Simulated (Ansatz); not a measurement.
# C2H2FGaS: one species, many methods, part 1 of 2

How much do the methods differ for C2H2FGaS? The plan is to run it at one geometry with functionals of several rungs and with coupled cluster. The yardstick is the atomisation energy at the CCSD(T) limit.

Program: Ansatz 0.2.0, Gaussian basis. Level of theory: functionals in def2-TZVPP, the program's frozen cores in correlated methods. These are calculated values, not measurements.

Plan: LDA (SPW92), PBE-D4, revPBE-D4, BLYP-D4, r2SCAN-D4, B97M-V, PBE0-D4, B3LYP-D4, r2SCANh-D4, r2SCAN0-D4, HSE06-D4, BHLYP-D4, CAM-B3LYP-D4, LC-ωPBE, ωB97X-V, ωB97M-V, B2PLYP, PBE-QIDH; CCSD(T)/def2-SVP; CCSD(T)/def2-TZVPP; MP2/def2-QZVPP; extrapolation to the limit; RPA on PBE.

### Step 1. Structure used throughout

All runs share one geometry, relaxed beforehand with PBE0-D4 in a triple-zeta def2 set.

SMILES `C#C[S][GaH][F]`, 7 atoms, charge 0, spin multiplicity 1.

Atoms are counted from 1 here; the program's logs count them from 0.

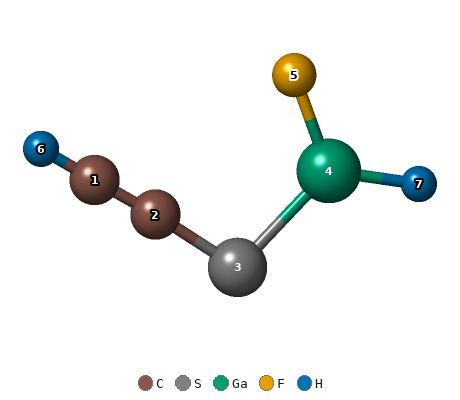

The geometry (carbon brown, sulfur grey, gallium teal, fluorine amber, hydrogen blue); atoms are numbered from 1 in the order of the file.

### Step 2. LDA

This LDA is Slater exchange with PW92 correlation.

in.yaml

```yaml
crystal:
  periodic: [false, false, false]
  atoms:
    - {symbol: C, position_ang: [-0.061374, 0.419249, 2.154505]}
    - {symbol: C, position_ang: [0.368654, -0.222835, 1.232354]}
    - {symbol: S, position_ang: [1.019953, -1.167956, 0.005144]}
    - {symbol: Ga, position_ang: [0.002770, -0.285715, -1.744547]}
    - {symbol: F, position_ang: [-1.095597, 1.027532, -1.408511]}
    - {symbol: H, position_ang: [-0.448851, 0.993994, 2.961933]}
    - {symbol: H, position_ang: [0.214434, -0.764279, -3.200887]}
basis:
  gaussian: {orbitals: def2-TZVPP}
hamiltonian: {xc: lda}
output: {orbitals: {seedname: orbitals}}
```

On the command line:

```console
> ansatz run in.yaml --threads 4 --pin off --events-out ev --progress --plain --max-ram 10444MiB
```

The log of the run:

```text
Functional definition: SPW92
  name "SPW92"
  cite "Dirac, Proc. Camb. Phil. Soc. 26, 376 (1930) doi:10.1017/S0305004100016108"
  cite "Slater, Phys. Rev. 81, 385 (1951) doi:10.1103/PhysRev.81.385"
  cite "Perdew & Wang, Phys. Rev. B 45, 13244 (1992) doi:10.1103/PhysRevB.45.13244"
  exchange = slater_x
  correlation = pw_c
1286 factors; their error is unknown
mean field evaluation 1: about -67867.6540 eV, gradient 8.8e1 eV
mean field evaluation 2: about -67690.0778 eV, gradient 2.3e2 eV
mean field evaluation 4: about -67880.9062 eV, gradient 2.8e1 eV
mean field evaluation 8: about -67882.7327 eV, gradient 8.7e-1 eV
mean field evaluation 16: about -67882.7110 eV, gradient 2.2e-3 eV
mean field -67882.71101898 eV, -2494.6436173936 hartree, gradient 3.9e-5 eV, S^2 0.000000; 0 other end points of the search recorded, 0 dependent functions left out
reference -67882.71105692 eV, -2494.6436187877 hartree; 35, 35 occupied and 176, 176 virtual orbitals, 1286 factors
Total energy: -67882.71105692 eV, -2494.6436187877 hartree
```

It took 1.1 s on 4 threads of Arm Neoverse V1, shared host; peak memory 0.26 GiB.

Atomisation energy: 728.9 kcal/mol (free atoms -67851.105 eV, run apart). HOMO -6.29 eV, LUMO -2.57 eV.

### Step 3. PBE-D4 (GGA)

in.yaml, as its differences from that of step 2:

```diff
@@ -12,3 +12,3 @@
   gaussian: {orbitals: def2-TZVPP}
-hamiltonian: {xc: lda}
-output: {orbitals: {seedname: orbitals}}
+hamiltonian: {xc: pbe, dispersion: d4}
+output: {forces: true, orbitals: {seedname: orbitals}}
```

Launched as before.

The log of the run, shortened:

```text
Functional definition: PBE
  name "PBE"
  cite "Perdew, Burke & Ernzerhof, Phys. Rev. Lett. 77, 3865 (1996) doi:10.1103/PhysRevLett.77.3865"
  parent pbe
[...]
1286 factors; their error is unknown
[...]
mean field -68021.15075264 eV, -2499.7311837677 hartree, gradient 3.7e-5 eV, S^2 0.000000; 0 other end points of the search recorded, 0 dependent functions left out
[...]
reference -68021.15079299 eV, -2499.7311852504 hartree; 35, 35 occupied and 176, 176 virtual orbitals, 1286 factors
Total energy: -68021.33608534 eV, -2499.7379946186 hartree
Atom 0 at    -0.061374     0.419249     2.154505 Å, force    -0.368018     0.551589     0.801881 eV/Å
Atom 1 at     0.368654    -0.222835     1.232354 Å, force     0.391984    -0.584556    -0.835447 eV/Å
Atom 2 at     1.019953    -1.167956     0.005144 Å, force     0.157435    -0.166403     0.086238 eV/Å
Atom 3 at     0.002770    -0.285715    -1.744547 Å, force     0.235156    -0.305772    -0.223861 eV/Å
Atom 4 at    -1.095597     1.027532    -1.408511 Å, force    -0.353755     0.423598     0.112234 eV/Å
Atom 5 at    -0.448851     0.993994     2.961933 Å, force    -0.075711     0.112760     0.160384 eV/Å
Atom 6 at     0.214434    -0.764279    -3.200887 Å, force     0.012909    -0.031215    -0.101429 eV/Å
Dipole moment:     0.124914    -0.172631    -0.181761 e Å
```

Wall time 2.2 s (4 threads of Arm Neoverse V1, shared host); peak memory 0.27 GiB.

With the free atoms at this level, -67993.467 eV in sum, the atomisation energy is 642.7 kcal/mol. HOMO -6.10 eV, LUMO -2.29 eV.

### Step 4. revPBE-D4 (GGA)

in.yaml, as its differences from that of step 3:

```diff
@@ -12,3 +12,3 @@
   gaussian: {orbitals: def2-TZVPP}
-hamiltonian: {xc: pbe, dispersion: d4}
-output: {forces: true, orbitals: {seedname: orbitals}}
+hamiltonian: {xc: {name: revPBE}, dispersion: d4}
+output: {orbitals: {seedname: orbitals}}
```

Same command.

The log of the run:

```text
Functional definition: revPBE
  name "revPBE"
  cite "Zhang & Yang, Phys. Rev. Lett. 80, 890 (1998) doi:10.1103/PhysRevLett.80.890"
  cite "Perdew, Burke & Ernzerhof, Phys. Rev. Lett. 77, 3865 (1996) doi:10.1103/PhysRevLett.77.3865"
  parameter kappa = 1.245
  parameter beta = 0.06672455060314922
  exchange = pbe_x(kappa = kappa, mu = beta*pi^2/3)
  correlation = pbe_c(beta = beta)
1286 factors; their error is unknown
mean field evaluation 1: about -68017.2679 eV, gradient 8.5e1 eV
mean field evaluation 2: about -67845.1647 eV, gradient 2.3e2 eV
mean field evaluation 4: about -68029.9674 eV, gradient 2.7e1 eV
mean field evaluation 8: about -68031.7461 eV, gradient 6.3e-1 eV
mean field evaluation 16: about -68031.7224 eV, gradient 1.8e-3 eV
mean field -68031.72238273 eV, -2500.1196840077 hartree, gradient 4.6e-5 eV, S^2 0.000000; 0 other end points of the search recorded, 0 dependent functions left out
reference -68031.72243299 eV, -2500.1196858546 hartree; 35, 35 occupied and 176, 176 virtual orbitals, 1286 factors
Total energy: -68032.20913470 eV, -2500.1375718127 hartree
```

Run time: 1.9 s. Hardware: 4 threads of Arm Neoverse V1, shared host; peak memory 0.27 GiB.

With the free atoms at this level, -68005.240 eV in sum, the atomisation energy is 621.9 kcal/mol. HOMO -6.04 eV, LUMO -2.17 eV.

### Step 5. BLYP-D4 (GGA)

in.yaml, as its differences from that of step 4:

```diff
@@ -12,3 +12,3 @@
   gaussian: {orbitals: def2-TZVPP}
-hamiltonian: {xc: {name: revPBE}, dispersion: d4}
+hamiltonian: {xc: {name: BLYP}, dispersion: d4}
 output: {orbitals: {seedname: orbitals}}
```

Same command.

The log of the run:

```text
Functional definition: BLYP
  name "BLYP"
  cite "Becke, Phys. Rev. A 38, 3098 (1988) doi:10.1103/PhysRevA.38.3098"
  cite "Lee, Yang & Parr, Phys. Rev. B 37, 785 (1988) doi:10.1103/PhysRevB.37.785"
  parameter beta = 0.0042
  parameter a = 0.04918
  parameter b = 0.132
  parameter c = 0.2533
  parameter d = 0.349
  exchange = b88_x(beta = beta)
  correlation = lyp_c(a = a, b = b, c = c, d = d)
1286 factors; their error is unknown
mean field evaluation 1: about -68023.8104 eV, gradient 9.0e1 eV
mean field evaluation 2: about -67837.6111 eV, gradient 2.4e2 eV
mean field evaluation 4: about -68038.0277 eV, gradient 2.9e1 eV
mean field evaluation 8: about -68040.0775 eV, gradient 7.9e-1 eV
mean field evaluation 16: about -68040.0547 eV, gradient 2.2e-3 eV
mean field -68040.05465258 eV, -2500.4258892768 hartree, gradient 6.7e-5 eV, S^2 0.000000; 0 other end points of the search recorded, 0 dependent functions left out
reference -68040.05499898 eV, -2500.4259020068 hartree; 35, 35 occupied and 176, 176 virtual orbitals, 1286 factors
Total energy: -68040.45358118 eV, -2500.4405496326 hartree
```

It took 2 s on 4 threads of Arm Neoverse V1, shared host; peak memory 0.27 GiB.

With the free atoms at this level, -68013.562 eV in sum, the atomisation energy is 620.1 kcal/mol. HOMO -5.94 eV, LUMO -2.23 eV.

### Step 6. r2SCAN-D4 (meta-GGA)

in.yaml, as its differences from that of step 5:

```diff
@@ -12,3 +12,3 @@
   gaussian: {orbitals: def2-TZVPP}
-hamiltonian: {xc: {name: BLYP}, dispersion: d4}
-output: {orbitals: {seedname: orbitals}}
+hamiltonian: {xc: r2scan, dispersion: d4}
+output: {forces: true, orbitals: {seedname: orbitals}}
```

Launched as before.

The log of the run, shortened:

```text
Functional definition: r2SCAN
  name "r2SCAN"
  cite "Furness, Kaplan, Ning, Perdew & Sun, J. Phys. Chem. Lett. 11, 8208 (2020) doi:10.1021/acs.jpclett.0c02405"
  cite "Furness, Kaplan, Ning, Perdew & Sun, J. Phys. Chem. Lett. 11, 9248 (2020) doi:10.1021/acs.jpclett.0c03077"
  parent r2scan
[...]
1286 factors; their error is unknown
[...]
mean field -68035.63121252 eV, -2500.2633308530 hartree, gradient 1.4e-5 eV, S^2 0.000000; 0 other end points of the search recorded, 0 dependent functions left out
[...]
reference -68035.63122443 eV, -2500.2633312907 hartree; 35, 35 occupied and 176, 176 virtual orbitals, 1286 factors
Total energy: -68035.67407859 eV, -2500.2649061518 hartree
Atom 0 at    -0.061374     0.419249     2.154505 Å, force    -0.160157     0.240665     0.352697 eV/Å
Atom 1 at     0.368654    -0.222835     1.232354 Å, force     0.160535    -0.241202    -0.352797 eV/Å
Atom 2 at     1.019953    -1.167956     0.005144 Å, force    -0.042632     0.055965     0.043636 eV/Å
Atom 3 at     0.002770    -0.285715    -1.744547 Å, force     0.023573    -0.047477    -0.126294 eV/Å
Atom 4 at    -1.095597     1.027532    -1.408511 Å, force     0.016986    -0.016807     0.016507 eV/Å
Atom 5 at    -0.448851     0.993994     2.961933 Å, force     0.022367    -0.033246    -0.047269 eV/Å
Atom 6 at     0.214434    -0.764279    -3.200887 Å, force    -0.020672     0.042102     0.113521 eV/Å
Dipole moment:     0.122264    -0.170948    -0.190111 e Å
```

Run time: 4.4 s. Hardware: 4 threads of Arm Neoverse V1, shared host; peak memory 0.3 GiB.

Atomisation energy: 626.4 kcal/mol (free atoms -68008.511 eV, run apart). HOMO -6.32 eV, LUMO -2.05 eV.

### Step 7. B97M-V (meta-GGA)

in.yaml, as its differences from that of step 6:

```diff
@@ -12,3 +12,3 @@
   gaussian: {orbitals: def2-TZVPP}
-hamiltonian: {xc: r2scan, dispersion: d4}
-output: {forces: true, orbitals: {seedname: orbitals}}
+hamiltonian: {xc: {name: B97M-V}}
+output: {orbitals: {seedname: orbitals}}
```

Same command.

The log of the run, shortened:

```text
Functional definition: B97M-V
  name "B97M-V"
  cite "Mardirossian & Head-Gordon, J. Chem. Phys. 142, 074111 (2015) doi:10.1063/1.4907719"
  cite "Becke, J. Chem. Phys. 107, 8554 (1997) doi:10.1063/1.475007"
  cite "Vydrov & Van Voorhis, J. Chem. Phys. 133, 244103 (2010) doi:10.1063/1.3521275"
  # Of w^i u^j: cxij and so on, Table III.
[...]
  gx(w, u) = cx00 + cx01*u + cx02*u^2 + (cx10 + cx11*u)*w
  gss(w, u) = css00 + css02*u^2 + css10*w + (css32*w^3 + css42*w^4)*u^2
  gos(w, u) = cos00 + cos01*u + cos03*u^3 + cos10*w + cos32*w^3*u^2
[...]
      + integral(e_c_pw_mod_opposite_spin*gos(b97_w_opposite, b97_u_opposite)) + vv10(b, c)
1286 factors; their error is unknown
[...]
mean field -68025.32339420 eV, -2499.8845255166 hartree, gradient 2.1e-5 eV, S^2 0.000000; 0 other end points of the search recorded, 0 dependent functions left out
reference -68025.32345383 eV, -2499.8845277081 hartree; 35, 35 occupied and 176, 176 virtual orbitals, 1286 factors
Total energy: -68025.32345383 eV, -2499.8845277081 hartree
```

Wall time 7 s (4 threads of Arm Neoverse V1, shared host); peak memory 0.35 GiB.

With the free atoms at this level, -67998.198 eV in sum, the atomisation energy is 625.5 kcal/mol. HOMO -6.34 eV, LUMO -2.20 eV.

### Step 8. PBE0-D4 (hybrid)

in.yaml, as its differences from that of step 7:

```diff
@@ -12,3 +12,3 @@
   gaussian: {orbitals: def2-TZVPP}
-hamiltonian: {xc: {name: B97M-V}}
+hamiltonian: {xc: pbe0, dispersion: d4}
 output: {orbitals: {seedname: orbitals}}
```

Same command.

The log of the run:

```text
Functional definition: PBE0
  name "PBE0"
  cite "Adamo & Barone, J. Chem. Phys. 110, 6158 (1999) doi:10.1063/1.478522"
  cite "Perdew, Burke & Ernzerhof, Phys. Rev. Lett. 77, 3865 (1996) doi:10.1103/PhysRevLett.77.3865"
  parent pbe
  parameter a = 0.25
  parameter kappa = 0.804
  parameter beta = 0.06672455060314922
  exchange = (1 - a)*pbe_x(kappa = kappa, mu = beta*pi^2/3) + a*exact_x
  correlation = pbe_c(beta = beta)
1362 factors; their error is unknown
mean field evaluation 1: about -68013.7109 eV, gradient 6.7e1 eV
mean field evaluation 2: about -67964.1379 eV, gradient 1.5e2 eV
mean field evaluation 4: about -68022.5739 eV, gradient 1.1e1 eV
mean field evaluation 8: about -68022.8642 eV, gradient 1.3e-1 eV
mean field evaluation 16: about -68023.0763 eV, gradient 1.8e-4 eV
mean field -68023.07627798 eV, -2499.8019455186 hartree, gradient 3.1e-5 eV, S^2 0.000000; 0 other end points of the search recorded, 0 dependent functions left out
reference -68023.07630808 eV, -2499.8019466249 hartree; 35, 35 occupied and 176, 176 virtual orbitals, 1362 factors
Total energy: -68023.23453468 eV, -2499.8077613451 hartree
```

Run time: 2.9 s. Hardware: 4 threads of Arm Neoverse V1, shared host; peak memory 0.55 GiB.

Atomisation energy: 623.1 kcal/mol (free atoms -67996.216 eV, run apart). HOMO -7.20 eV, LUMO -1.52 eV.

### Step 9. B3LYP-D4 (hybrid)

B3LYP here takes the VWN-RPA correlation.

in.yaml, as its differences from that of step 8:

```diff
@@ -12,3 +12,3 @@
   gaussian: {orbitals: def2-TZVPP}
-hamiltonian: {xc: pbe0, dispersion: d4}
-output: {orbitals: {seedname: orbitals}}
+hamiltonian: {xc: {name: B3LYP}, dispersion: d4}
+output: {forces: true, orbitals: {seedname: orbitals}}
```

Launched as before.

The log of the run, shortened:

```text
Functional definition: B3LYP
  name "B3LYP"
  cite "Stephens, Devlin, Chabalowski & Frisch, J. Phys. Chem. 98, 11623 (1994) doi:10.1021/j100096a001"
  cite "Becke, Phys. Rev. A 38, 3098 (1988) doi:10.1103/PhysRevA.38.3098"
  cite "Lee, Yang & Parr, Phys. Rev. B 37, 785 (1988) doi:10.1103/PhysRevB.37.785"
  cite "Vosko, Wilk & Nusair, Can. J. Phys. 58, 1200 (1980) doi:10.1139/p80-159"
[...]
1333 factors; their error is unknown
[...]
mean field -68040.87486355 eV, -2500.4560314739 hartree, gradient 3.0e-5 eV, S^2 0.000000; 0 other end points of the search recorded, 0 dependent functions left out
[...]
reference -68040.87512155 eV, -2500.4560409554 hartree; 35, 35 occupied and 176, 176 virtual orbitals, 1333 factors
Total energy: -68041.17842119 eV, -2500.4671870114 hartree
Atom 0 at    -0.061374     0.419249     2.154505 Å, force    -0.035226     0.051320     0.067432 eV/Å
Atom 1 at     0.368654    -0.222835     1.232354 Å, force    -0.061908     0.103685     0.202894 eV/Å
Atom 2 at     1.019953    -1.167956     0.005144 Å, force     0.141547    -0.160167     0.012312 eV/Å
Atom 3 at     0.002770    -0.285715    -1.744547 Å, force     0.113052    -0.173300    -0.269938 eV/Å
Atom 4 at    -1.095597     1.027532    -1.408511 Å, force    -0.186551     0.222807     0.055670 eV/Å
Atom 5 at    -0.448851     0.993994     2.961933 Å, force     0.039169    -0.058410    -0.083754 eV/Å
Atom 6 at     0.214434    -0.764279    -3.200887 Å, force    -0.010083     0.014065     0.015383 eV/Å
Dipole moment:     0.136539    -0.187512    -0.191379 e Å
```

It took 4.1 s on 4 threads of Arm Neoverse V1, shared host; peak memory 0.59 GiB.

Atomisation energy: 615.1 kcal/mol (free atoms -68014.504 eV, run apart). HOMO -6.98 eV, LUMO -1.79 eV.

### Step 10. r2SCANh-D4 (hybrid)

in.yaml, as its differences from that of step 9:

```diff
@@ -12,3 +12,3 @@
   gaussian: {orbitals: def2-TZVPP}
-hamiltonian: {xc: {name: B3LYP}, dispersion: d4}
-output: {forces: true, orbitals: {seedname: orbitals}}
+hamiltonian: {xc: {name: r2SCANh}, dispersion: d4}
+output: {orbitals: {seedname: orbitals}}
```

Launched as before.

The log of the run, shortened:

```text
Functional definition: r2SCANh
  name "r2SCANh"
  cite "Bursch, Neugebauer, Ehlert & Grimme, J. Chem. Phys. 156, 134105 (2022) doi:10.1063/5.0086040"
  cite "Furness, Kaplan, Ning, Perdew & Sun, J. Phys. Chem. Lett. 11, 8208 (2020) doi:10.1021/acs.jpclett.0c02405"
  cite "Furness, Kaplan, Ning, Perdew & Sun, J. Phys. Chem. Lett. 11, 9248 (2020) doi:10.1021/acs.jpclett.0c03077"
  parent r2scan
[...]
1309 factors; their error is unknown
[...]
mean field -68034.97957838 eV, -2500.2393837398 hartree, gradient 4.7e-5 eV, S^2 0.000000; 0 other end points of the search recorded, 0 dependent functions left out
reference -68034.97958931 eV, -2500.2393841416 hartree; 35, 35 occupied and 176, 176 virtual orbitals, 1309 factors
Total energy: -68035.02639411 eV, -2500.2411041863 hartree
```

It took 4.9 s on 4 threads of Arm Neoverse V1, shared host; peak memory 0.56 GiB.

Atomisation energy: 619.1 kcal/mol (free atoms -68008.180 eV, run apart). HOMO -6.73 eV, LUMO -1.77 eV.

### Step 11. r2SCAN0-D4 (hybrid)

in.yaml, as its differences from that of step 10:

```diff
@@ -12,3 +12,3 @@
   gaussian: {orbitals: def2-TZVPP}
-hamiltonian: {xc: {name: r2SCANh}, dispersion: d4}
+hamiltonian: {xc: {name: r2SCAN0}, dispersion: d4}
 output: {orbitals: {seedname: orbitals}}
```

The command is unchanged.

The log of the run, shortened:

```text
Functional definition: r2SCAN0
  name "r2SCAN0"
  cite "Bursch, Neugebauer, Ehlert & Grimme, J. Chem. Phys. 156, 134105 (2022) doi:10.1063/5.0086040"
  cite "Furness, Kaplan, Ning, Perdew & Sun, J. Phys. Chem. Lett. 11, 8208 (2020) doi:10.1021/acs.jpclett.0c02405"
  cite "Furness, Kaplan, Ning, Perdew & Sun, J. Phys. Chem. Lett. 11, 9248 (2020) doi:10.1021/acs.jpclett.0c03077"
  parent r2scan
[...]
1362 factors; their error is unknown
[...]
mean field -68034.05366712 eV, -2500.2053571288 hartree, gradient 5.1e-5 eV, S^2 0.000000; 0 other end points of the search recorded, 0 dependent functions left out
reference -68034.05367660 eV, -2500.2053574773 hartree; 35, 35 occupied and 176, 176 virtual orbitals, 1362 factors
Total energy: -68034.10600657 eV, -2500.2072805682 hartree
```

Wall time 5.5 s (4 threads of Arm Neoverse V1, shared host); peak memory 0.58 GiB.

Atomisation energy: 608.7 kcal/mol (free atoms -68007.710 eV, run apart). HOMO -7.35 eV, LUMO -1.37 eV.

### Step 12. HSE06-D4 (hybrid)

HSE06 is the plane-wave form, built on full-range PBE exchange.

in.yaml, as its differences from that of step 11:

```diff
@@ -12,3 +12,3 @@
   gaussian: {orbitals: def2-TZVPP}
-hamiltonian: {xc: {name: r2SCAN0}, dispersion: d4}
+hamiltonian: {xc: hse06, dispersion: d4}
 output: {orbitals: {seedname: orbitals}}
```

Same command.

The log of the run, shortened:

```text
Functional definition: HSE06
  name "HSE06"
  cite "Heyd, Scuseria & Ernzerhof, J. Chem. Phys. 118, 8207 (2003) doi:10.1063/1.1564060"
  cite "Krukau, Vydrov, Izmaylov & Scuseria, J. Chem. Phys. 125, 224106 (2006) doi:10.1063/1.2404663"
  cite "Heyd & Scuseria, J. Chem. Phys. 120, 7274 (2004) doi:10.1063/1.1668634"
  cite "Ernzerhof & Perdew, J. Chem. Phys. 109, 3313 (1998) doi:10.1063/1.476928"
  cite "Perdew, Burke & Ernzerhof, Phys. Rev. Lett. 77, 3865 (1996) doi:10.1103/PhysRevLett.77.3865"
  parent pbe
[...]
  # The whole range is PBE's own exchange, as in plane waves. The composition of these papers is wPBEh.
[...]
1362 factors; their error is unknown
89 factors; integrals over basis functions are off by at most 4.2e-7 eV
[...]
mean field -68022.64380253 eV, -2499.7860523390 hartree, gradient 4.6e-5 eV, S^2 0.000000; 0 other end points of the search recorded, 0 dependent functions left out
reference -68022.64384265 eV, -2499.7860538132 hartree; 35, 35 occupied and 176, 176 virtual orbitals, 1362 factors
Total energy: -68022.79338727 eV, -2499.7915494768 hartree
```

It took 3.1 s on 4 threads of Arm Neoverse V1, shared host; peak memory 0.58 GiB.

With the free atoms at this level, -67995.749 eV in sum, the atomisation energy is 623.7 kcal/mol. HOMO -6.81 eV, LUMO -1.88 eV.

### Step 13. BHLYP-D4 (hybrid)

in.yaml, as its differences from that of step 12:

```diff
@@ -12,3 +12,3 @@
   gaussian: {orbitals: def2-TZVPP}
-hamiltonian: {xc: hse06, dispersion: d4}
+hamiltonian: {xc: {name: BHLYP}, dispersion: d4}
 output: {orbitals: {seedname: orbitals}}
```

Launched as before.

The log of the run:

```text
Functional definition: BHLYP
  name "BHLYP"
  cite "Becke, J. Chem. Phys. 98, 1372 (1993) doi:10.1063/1.464304"
  cite "Becke, Phys. Rev. A 38, 3098 (1988) doi:10.1103/PhysRevA.38.3098"
  cite "Lee, Yang & Parr, Phys. Rev. B 37, 785 (1988) doi:10.1103/PhysRevB.37.785"
  parameter a = 0.5
  exchange = (1 - a)*b88_x + a*exact_x
  correlation = lyp_c
1523 factors; their error is unknown
mean field evaluation 1: about -68028.6768 eV, gradient 5.8e1 eV
mean field evaluation 2: about -68024.1548 eV, gradient 7.8e1 eV
mean field evaluation 4: about -68035.4125 eV, gradient 4.4e0 eV
mean field evaluation 8: about -68035.9052 eV, gradient 4.2e-1 eV
mean field evaluation 16: about -68035.9054 eV, gradient 3.9e-5 eV
mean field -68035.90544457 eV, -2500.2734086947 hartree, gradient 3.9e-5 eV, S^2 0.000000; 0 other end points of the search recorded, 0 dependent functions left out
reference -68035.90561869 eV, -2500.2734150936 hartree; 35, 35 occupied and 176, 176 virtual orbitals, 1523 factors
Total energy: -68036.16597536 eV, -2500.2829830249 hartree
```

It took 2.9 s on 4 threads of Arm Neoverse V1, shared host; peak memory 0.58 GiB.

Atomisation energy: 589.1 kcal/mol (free atoms -68010.622 eV, run apart). HOMO -8.15 eV, LUMO -0.79 eV.

(Continued in part 2 of 2.)
